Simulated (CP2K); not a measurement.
**CH3Cl3Si (methyltrichlorosilane) at MP2/cc-pVDZ**

Aim: the energy change on altering one bond length of CH3Cl3Si (methyltrichlorosilane) at MP2/cc-pVDZ, from 2 runs. 

The calculation is run with CP2K 2026.2.

### Step 1. The system as given

CH3Cl3Si: 8 atoms, total charge 0, spin state singlet. As SMILES, `C[Si](Cl)(Cl)Cl`. Geometry: relaxed at PBE0-D4/def2-TZVP.

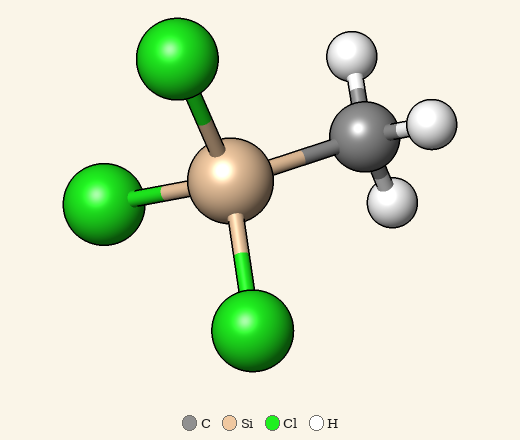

The structure, seen from a chosen angle (carbon grey, silicon light orange, chlorine green, hydrogen white).

### Step 2. A single-point energy at MP2/cc-pVDZ

Contents of molecule.inp:

```
&GLOBAL
  PROJECT molecule
  RUN_TYPE ENERGY
  PRINT_LEVEL MEDIUM
&END GLOBAL
&FORCE_EVAL
  METHOD QUICKSTEP
  &DFT
    BASIS_SET_FILE_NAME ./cc_pvdz.basis
    POTENTIAL_FILE_NAME POTENTIAL
    CHARGE 0
    MULTIPLICITY 1
    &QS
      METHOD GAPW
      EPS_DEFAULT 1.0E-10
    &END QS
    &MGRID
      CUTOFF 280
      REL_CUTOFF 50
      NGRIDS 4
    &END MGRID
    &POISSON
      PERIODIC NONE
      POISSON_SOLVER MULTIPOLE
    &END POISSON
    &SCF
      SCF_GUESS ATOMIC
      EPS_SCF 1.0E-07
      MAX_SCF 150
      ADDED_MOS 5
      &DIAGONALIZATION
        ALGORITHM STANDARD
      &END DIAGONALIZATION
      &MIXING
        METHOD DIRECT_P_MIXING
        ALPHA 0.4
      &END MIXING
    &END SCF
    &XC
      &XC_FUNCTIONAL NONE
      &END XC_FUNCTIONAL
      &HF
        FRACTION 1
        &SCREENING
          EPS_SCHWARZ 1.0E-10
          SCREEN_ON_INITIAL_P F
        &END SCREENING
        &INTERACTION_POTENTIAL
          POTENTIAL_TYPE COULOMB
        &END INTERACTION_POTENTIAL
        &MEMORY
          MAX_MEMORY 1050
        &END MEMORY
      &END HF
      &WF_CORRELATION
        &MP2
          METHOD DIRECT_CANONICAL
        &END MP2
        MEMORY 900
      &END WF_CORRELATION
    &END XC
    &PRINT
      &MOMENTS
        PERIODIC F
        REFERENCE COM
        MAX_MOMENT 1
      &END MOMENTS
      &MO ON
        ENERGIES T
        OCCUPATION_NUMBERS T
        NDIGITS 6
        &EACH
          QS_SCF 0
        &END EACH
        ADD_LAST NUMERIC
      &END MO
      &LOWDIN ON
      &END LOWDIN
      &HIRSHFELD OFF
      &END HIRSHFELD
    &END PRINT
  &END DFT
  &SUBSYS
    &CELL
      ABC [angstrom] 11 10.6 11.1
      PERIODIC NONE
    &END CELL
    &COORD
      C      4.432200     4.591500     6.594800
      Si     5.730000     5.069000     5.380000
      Cl     7.521500     4.231100     5.875100
      Cl     5.227000     4.441600     3.506500
      Cl     5.962300     7.094100     5.334900
      H      4.316600     3.505900     6.609500
      H      4.712800     4.932200     7.593500
      H      3.478500     5.046300     6.319500
    &END COORD
    &KIND C
      BASIS_SET cc-pVDZ
      POTENTIAL ALL
      LEBEDEV_GRID 194
      RADIAL_GRID 100
    &END KIND
    &KIND Si
      BASIS_SET cc-pVDZ
      POTENTIAL ALL
      LEBEDEV_GRID 194
      RADIAL_GRID 100
    &END KIND
    &KIND Cl
      BASIS_SET cc-pVDZ
      POTENTIAL ALL
      LEBEDEV_GRID 194
      RADIAL_GRID 100
    &END KIND
    &KIND H
      BASIS_SET cc-pVDZ
      POTENTIAL ALL
      LEBEDEV_GRID 194
      RADIAL_GRID 100
    &END KIND
  &END SUBSYS
&END FORCE_EVAL
```

On the command line:

```console
OMP_NUM_THREADS=1 cp2k.psmp molecule.inp > molecule.out
```

Standard output:

```text
CP2K| version string:                                       CP2K version 2026.2
[...]
 GLOBAL| Method name                                                        CP2K
[...]
 GLOBAL| Run type                                                         ENERGY
[...]
 DFT| Spin restricted Kohn-Sham (RKS) calculation                            RKS
 DFT| Multiplicity                                                             1
[...]
 DFT| Charge                                                                   0
[...]
 QS| Method:                                                                GAPW
[...]
 QS| Density cutoff [a.u.]:                                                140.0
[...]
 QS| Relative density cutoff [a.u.]:                                        25.0
[...]
                             - Atoms:                                          8
[...]
                             - Spherical basis functions:                    101
[...]
 Number of electrons:                                                         74
[...]
     1 P_Mix/Diag. 0.40E+00   23.2     0.94302029     -1708.2181214769 -1.71E+03
[...]
    17 DIIS/Diag.  0.64E-07    0.5     0.00000007     -1707.2331955281 -9.09E-13
  *** SCF run converged in    17 steps ***
[...]
  Overlap energy of the core charge distribution:               0.00000255071914
  Self energy of the core charge distribution:               -755.53185493051467
  Core Hamiltonian energy:                                   -964.77617446812496
  Hartree energy:                                             183.94000740014391
  Exchange-correlation energy:                                  0.00000000000000
  Hartree-Fock Exchange energy:                              -109.50303110168011
[...]
                     Mulliken Population Analysis
 #  Atom  Element  Kind  Atomic population                           Net charge
       1     C        1          6.277786                             -0.277786
       2     Si       2         13.148429                              0.851571
       3     Cl       3         17.268528                             -0.268528
       4     Cl       3         17.268370                             -0.268370
       5     Cl       3         17.267504                             -0.267504
       6     H        4          0.923495                              0.076505
       7     H        4          0.923022                              0.076978
       8     H        4          0.922865                              0.077135
 # Total charge                             74.000000                 -0.000000
[...]
  Dipole moment [Debye]
    X= -0.1651302E+01 Y= -0.5992916E+00 Z=  0.1542589E+01  Total=      2.3378477
[...]
 ENERGY| Total FORCE_EVAL ( QS ) energy [hartree]          -1707.899541095737277
[...]
```

It took 65 s on 1 thread of Arm Neoverse V1, shared host; peak memory 0.8 GiB.

### Step 3. The distorted shape

Contents of molecule.xyz:

```xyz
8

C     -0.326503     0.222316     2.184889
Si     0.971297     0.699816     0.970089
Cl     2.762797    -0.138084     1.465189
Cl     0.065900    -0.429500    -2.402200
Cl     1.203597     2.724916     0.924989
H     -0.442103    -0.863284     2.199589
H     -0.045903     0.563016     3.183589
H     -1.280203     0.677116     1.909589
```

Contents of job.inp:

```
&GLOBAL
    PROJECT_NAME job
    RUN_TYPE ENERGY
    PRINT_LEVEL MEDIUM
&END GLOBAL

&FORCE_EVAL
    METHOD Quickstep
    &DFT
        BASIS_SET_FILE_NAME ./cc_pvdz.basis
        POTENTIAL_FILE_NAME POTENTIAL
        CHARGE 0
        MULTIPLICITY 1
        &QS
            METHOD GAPW
            EPS_DEFAULT 1.0E-10
        &END QS
        &MGRID
            CUTOFF 280
            REL_CUTOFF 50
            NGRIDS 4
        &END MGRID
        &POISSON
            PERIODIC NONE
            POISSON_SOLVER MULTIPOLE
        &END POISSON
        &SCF
            SCF_GUESS ATOMIC
            EPS_SCF 1.0E-07
            MAX_SCF 100
            ADDED_MOS 10
            &DIAGONALIZATION
                ALGORITHM STANDARD
            &END DIAGONALIZATION
            &MIXING
                METHOD DIRECT_P_MIXING
                ALPHA 0.4
            &END MIXING
        &END SCF
        &XC
            &XC_FUNCTIONAL NONE
            &END XC_FUNCTIONAL
            &HF
                FRACTION 1
                &SCREENING
                    EPS_SCHWARZ 1.0E-10
                    SCREEN_ON_INITIAL_P F
                &END SCREENING
                &INTERACTION_POTENTIAL
                    POTENTIAL_TYPE COULOMB
                &END INTERACTION_POTENTIAL
                &MEMORY
                    MAX_MEMORY 1050
                &END MEMORY
            &END HF
            &WF_CORRELATION
                &MP2
                    METHOD DIRECT_CANONICAL
                &END MP2
                MEMORY 900
            &END WF_CORRELATION
        &END XC
        &PRINT
            &MOMENTS
                PERIODIC F
                REFERENCE COM
                MAX_MOMENT 1
            &END MOMENTS
            &MO ON
                ENERGIES T
                OCCUPATION_NUMBERS T
                NDIGITS 6
                &EACH
                    QS_SCF 0
                &END EACH
                ADD_LAST NUMERIC
            &END MO
            &LOWDIN ON
            &END LOWDIN
            &HIRSHFELD OFF
            &END HIRSHFELD
            &MO_MOLDEN ON
                NDIGITS 8
            &END MO_MOLDEN
        &END PRINT
    &END DFT
    &SUBSYS
        &CELL
            ABC [angstrom] 11 10.6 12.6
            PERIODIC NONE
        &END CELL
        &TOPOLOGY
            COORD_FILE_NAME molecule.xyz
            COORD_FILE_FORMAT XYZ
            &CENTER_COORDINATES
            &END CENTER_COORDINATES
        &END TOPOLOGY
        &KIND C
            BASIS_SET cc-pVDZ
            POTENTIAL ALL
            LEBEDEV_GRID 194
            RADIAL_GRID 100
        &END KIND
        &KIND Si
            BASIS_SET cc-pVDZ
            POTENTIAL ALL
            LEBEDEV_GRID 194
            RADIAL_GRID 100
        &END KIND
        &KIND Cl
            BASIS_SET cc-pVDZ
            POTENTIAL ALL
            LEBEDEV_GRID 194
            RADIAL_GRID 100
        &END KIND
        &KIND H
            BASIS_SET cc-pVDZ
            POTENTIAL ALL
            LEBEDEV_GRID 194
            RADIAL_GRID 100
        &END KIND
    &END SUBSYS
&END FORCE_EVAL
```

On the command line:

```console
OMP_NUM_THREADS=1 cp2k.psmp job.inp > job.out
```

Standard output:

```text
CP2K| version string:                                       CP2K version 2026.2
[...]
 GLOBAL| Method name                                                        CP2K
[...]
 GLOBAL| Run type                                                         ENERGY
[...]
 DFT| Spin restricted Kohn-Sham (RKS) calculation                            RKS
 DFT| Multiplicity                                                             1
[...]
 DFT| Charge                                                                   0
[...]
 QS| Method:                                                                GAPW
[...]
 QS| Density cutoff [a.u.]:                                                140.0
[...]
 QS| Relative density cutoff [a.u.]:                                        25.0
[...]
                             - Atoms:                                          8
[...]
                             - Spherical basis functions:                    101
[...]
 Number of electrons:                                                         74
[...]
     1 P_Mix/Diag. 0.40E+00   20.4     0.94183505     -1707.6628082712 -1.71E+03
[...]
    24 DIIS/Diag.  0.83E-07    0.5     0.00000008     -1707.0674368577 -6.82E-13
  *** SCF run converged in    24 steps ***
[...]
  Overlap energy of the core charge distribution:               0.00000254149890
  Self energy of the core charge distribution:               -755.53185493051467
  Core Hamiltonian energy:                                   -965.13761981060463
  Hartree energy:                                             184.29478406847346
  Exchange-correlation energy:                                  0.00000000000000
  Hartree-Fock Exchange energy:                              -109.28798429850873
[...]
                     Mulliken Population Analysis
 #  Atom  Element  Kind  Atomic population                           Net charge
       1     C        1          6.266035                             -0.266035
       2     Si       2         13.132618                              0.867382
       3     Cl       3         17.167019                             -0.167019
       4     Cl       3         17.602311                             -0.602311
       5     Cl       3         17.165565                             -0.165565
       6     H        4          0.889601                              0.110399
       7     H        4          0.888153                              0.111847
       8     H        4          0.888699                              0.111301
 # Total charge                             74.000000                 -0.000000
[...]
  Dipole moment [Debye]
    X=  0.6097745E+00 Y=  0.2230319E+01 Z=  0.9949096E+01  Total=     10.2142383
[...]
 ENERGY| Total FORCE_EVAL ( QS ) energy [hartree]          -1707.741785217897586
[...]
```

Wall time 60 s (1 thread of Arm Neoverse V1, shared host); peak memory 0.82 GiB.

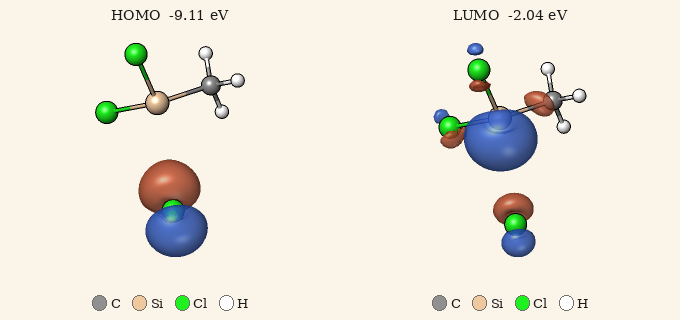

Frontier orbitals of this run, surfaces at ±0.2 Å^-3/2.

### Step 4. What came out

Level: MP2/cc-pVDZ.

| quantity | value |
| --- | --- |
| first shape: total energy | -1707.89954 Eh |
| first shape: dipole moment (of the density that the program reports) | 2.34 D |
| first shape: HOMO energy (Hartree–Fock orbitals) | -12.45 eV |
| first shape: LUMO energy (Hartree–Fock orbitals) | 4.45 eV |
| first shape: HOMO–LUMO gap (Hartree–Fock orbitals) | 16.90 eV |
| first shape: correlation energy | -666.3 mEh |
| distorted shape: total energy | -1707.74179 Eh |
| distorted shape: dipole moment (of the density that the program reports) | 10.21 D |
| distorted shape: HOMO energy (Hartree–Fock orbitals) | -9.11 eV |
| distorted shape: LUMO energy (Hartree–Fock orbitals) | -2.04 eV |
| distorted shape: HOMO–LUMO gap (Hartree–Fock orbitals) | 7.07 eV |
| distorted shape: correlation energy | -674.3 mEh |
| energy change with the Si2–Cl4 bond stretched from 2.039 to 3.670 Å | 4.293 eV |

In words: One bond (distorted shape) is far stretched, which a spin-restricted single reference describes badly; perturbation theory on it can break down and give far too much correlation. With the Si2–Cl4 bond stretched from 2.039 to 3.670 Å the energy rises by 4.29 eV (414 kJ/mol). The first shape isn't relaxed at this level, so the change isn't measured from a minimum. A restricted reference can't describe the breaking bond well at this length.
